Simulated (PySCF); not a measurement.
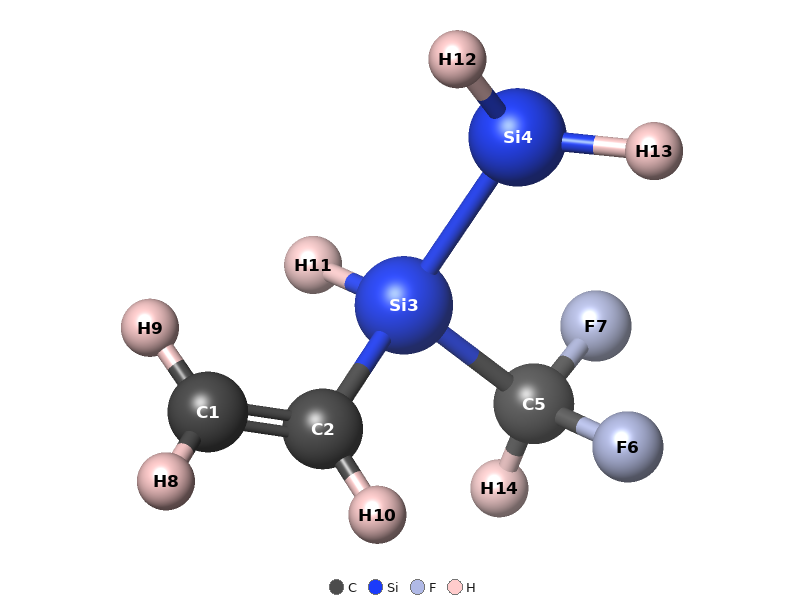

Charge 0, doublet. The geometry was computed by an optimisation with GFN2-xTB. No frequency run is at hand to confirm it as a minimum. Method: UKS B3LYP, pcH-1 on C F H Si, non-relativistic (PySCF 2.14.0).

Give the isotropic hyperfine couplings (Fermi-contact term alone) of C1, C2, Si3, Si4, C5, F6, F7, H8, H9, H10, H11, H12, H13, H14.

```json
{"atom": "C1", "isotope": "13C", "a_iso (MHz)": "1.3"}
{"atom": "C2", "isotope": "13C", "a_iso (MHz)": "29.6"}
{"atom": "Si3", "isotope": "29Si", "a_iso (MHz)": "−11.0"}
{"atom": "Si4", "isotope": "29Si", "a_iso (MHz)": "−306.5"}
{"atom": "C5", "isotope": "13C", "a_iso (MHz)": "−1.1"}
{"atom": "F6", "isotope": "19F", "a_iso (MHz)": "7.7"}
{"atom": "F7", "isotope": "19F", "a_iso (MHz)": "9.5"}
{"atom": "H8", "isotope": "1H", "a_iso (MHz)": "1.0"}
{"atom": "H9", "isotope": "1H", "a_iso (MHz)": "−0.8"}
{"atom": "H10", "isotope": "1H", "a_iso (MHz)": "2.2"}
{"atom": "H11", "isotope": "1H", "a_iso (MHz)": "8.1"}
{"atom": "H12", "isotope": "1H", "a_iso (MHz)": "−12.6"}
{"atom": "H13", "isotope": "1H", "a_iso (MHz)": "−9.2"}
{"atom": "H14", "isotope": "1H", "a_iso (MHz)": "−0.4"}
```

The geometry is semi-empirical. Around Si such bond lengths and angles can be off by a tenth of an ångström or more and by several degrees, and values that hang on the shape move with them.
